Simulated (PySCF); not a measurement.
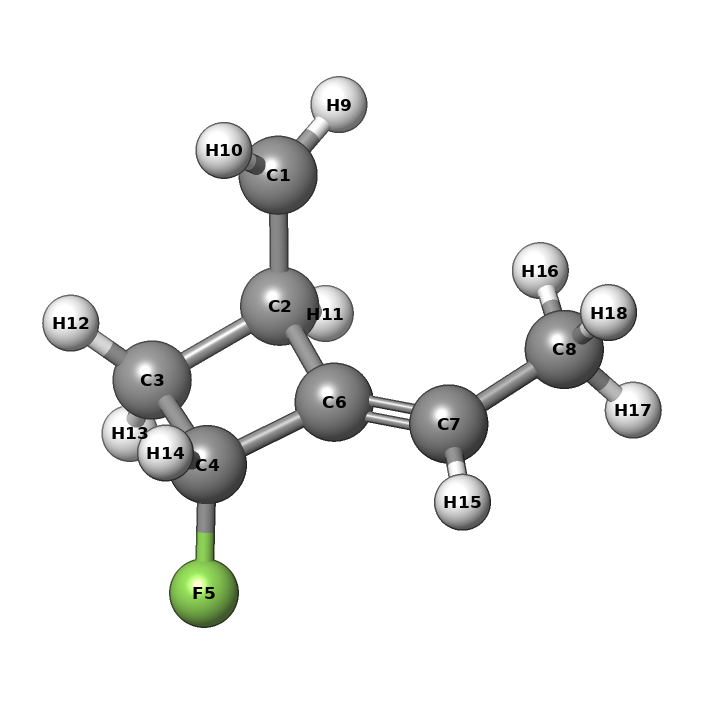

Charge 0, doublet. Computed geometry: GFN2-xTB optimisation. No frequency run is at hand to confirm it as a minimum. Properties computed with UKS B3LYP, pcH-1 on C F H, non-relativistic (PySCF 2.14.0).

Give the isotropic hyperfine couplings (Fermi-contact term alone) of C1, C2, C3, C4, F5, C6, C7, C8, H9, H10, H11, H12, H13, H14, H15, H16, H17, H18.

```tsv
atom	isotope	a_iso (MHz)
C1	13C	88.8
C2	13C	−34.7
C3	13C	48.8
C4	13C	−3.4
F5	19F	−0.8
C6	13C	79.2
C7	13C	−0.2
C8	13C	−0.4
H9	1H	−62.7
H10	1H	−60.2
H11	1H	13.2
H12	1H	−3.5
H13	1H	3.0
H14	1H	0.1
H15	1H	9.5
H16	1H	1.5
H17	1H	−0.6
H18	1H	0.9
```
